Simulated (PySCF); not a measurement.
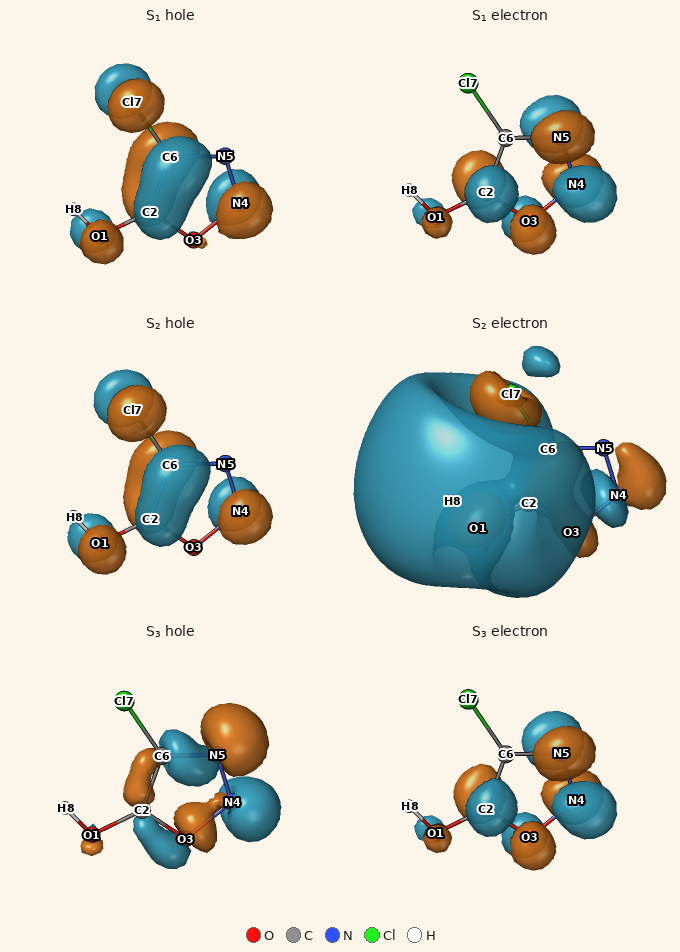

*C₂HClN₂O₂, SMILES `Oc1onnc1Cl`. Leading natural transition orbitals (full linear response singlet states).*

Computed with PySCF, CAM-B3LYP/6-31+G*, geometry: GFN2-xTB. No frequency check shows the geometry to be a minimum. GFN2-xTB bond lengths at metals and heavier atoms can be off by up to 0.1 Å and shapes distorted, which carries into these values.

Q: Describe these excited states.

A: By state:
- S₁: 5.80 eV (214 nm), f = 0.127 (bright); the leading pair carries 96 %; hole on C6 (27 %), N4 (19 %) and C2 (17 %), electron on N4 (31 %), N5 (24 %) and C2 (16 %); their centroids lie 1.0 Å apart; S₂ lies within 0.1 eV of it.
- S₂: 5.83 eV (213 nm), f = 0.001 (very weak), diffuse (Rydberg-like) orbital; the leading pair carries 99 %; hole on C6 (25 %), Cl7 (20 %) and N4 (17 %), electron on H8 (26 %), C2 (18 %) and O1 (18 %) (atom shares of so diffuse an orbital are rough); their centroids lie 1.6 Å apart; S₁ lies within 0.1 eV of it.
- S₃: 6.06 eV (205 nm), f = 0.013, n → π*; the leading pair carries 99 %; hole on N5 (43 %), N4 (27 %) and O3 (13 %), electron on N4 (33 %), N5 (28 %) and O3 (15 %); their centroids lie 0.5 Å apart.

Cost of the run: 16 min on 1 thread of Arm Neoverse V1, on a shared host, peak memory 0.84 GiB.
